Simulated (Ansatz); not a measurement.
# Hypothetical P4_2/mnm BP: carrier doping

Consider BP (space group P4_2/mnm, No. 136; a = 5.5685 Å, c = 3.2054 Å; a hypothetical phase, not in the database extracts checked).

Carriers are added at fixed cell with a uniform background; the Fermi–Dirac width is that of 300 K.

Computed with PBE (Ansatz, a first-principles code; PAW; 420 eV plane waves; scalar-relativistic without spin-orbit coupling).

Notes on the quantities. Fermi level from band edge: Fermi level relative to the doped band's edge (positive inside the band; to 0.05 eV).

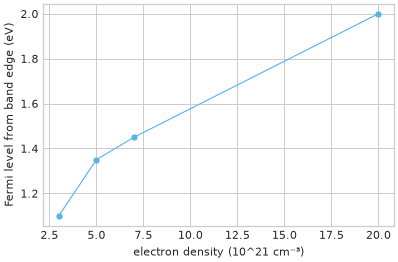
Figure: Fermi level from band edge against electron density

```json
[
 {"electron density (10^21 cm⁻³)": "3", "Fermi level from band edge": "+1.10 eV"},
 {"electron density (10^21 cm⁻³)": "5", "Fermi level from band edge": "+1.35 eV"},
 {"electron density (10^21 cm⁻³)": "7", "Fermi level from band edge": "+1.45 eV"},
 {"electron density (10^21 cm⁻³)": "20", "Fermi level from band edge": "+2.00 eV"}
]
```

Charged cell with a jellium background: band edges are those of the host's band count, energies are not comparable with the neutral cell, and many-body gap narrowing is missing. Whether these cells are dynamically stable was not tested.
